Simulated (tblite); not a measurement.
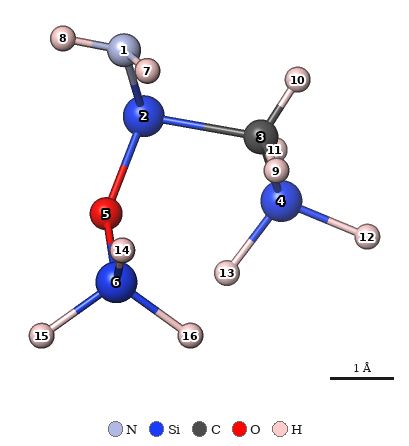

The structure (ball-and-stick view, seen at a tilt; atoms are numbered from 1 in the order of the input).

## Run report: CH$_{10}$NOSi$_{3}$ (charge −1), relaxed scan

System: CH$_{10}$NOSi$_{3}$, charge −1.
Method: GFN2-xTB relaxed scan under a harmonic restraint, gas phase (tblite 0.8.0).

The input
```
{"job": {"xc": "GFN2-xTB", "basis": "xTB", "coordinate": [["t", [4, 0, 2, 1], 0.3333333333333333], ["t", [0, 2, 4, 1], 0.3333333333333333], ["t", [2, 4, 0, 1], 0.3333333333333333]], "kind": "drive"}, "charge": -1, "multiplicity": 1}
N     -0.021518     2.421424     0.798101
Si     0.896611     1.124990    -0.008062
C      0.616951    -0.292160     1.280916
Si     1.664682    -1.606075     0.463689
O     -0.297424     0.567178    -1.221083
Si    -1.714008    -0.060244    -1.441212
H     -0.942488     2.149150     1.136172
H     -0.148371     3.243873     0.223858
H     -0.421626    -0.620604     1.408165
H      1.007511    -0.035546     2.270129
H      3.089071    -1.244078     0.523233
H      1.580417    -2.941271     1.134474
H      1.329153    -1.882368    -0.931360
H     -2.806689     0.572620    -0.660107
H     -2.057598     0.117108    -2.869559
H     -1.782274    -1.505054    -1.126025
```

The first line tells a small driver script what to run in tblite; the rest is the geometry in Å.

Launched with:
```bash
OMP_NUM_THREADS=1 python <driver script> task.json out
```

Log
```
point  coordinate     E/eV
  0     39.500     -535.14134
  1     30.100     -534.75964
  2     19.700     -534.19004
  3      7.400     -533.49568
  4     -4.500     -532.84208
  5    -29.900     -534.78107
  6    -39.300     -535.16109
  7    -46.900     -535.26543
```

Summary

- outcome: converged
- hardware: 1 CPU thread, shared host
- wall time: 3.6 s
- peak memory: 0.19 GiB
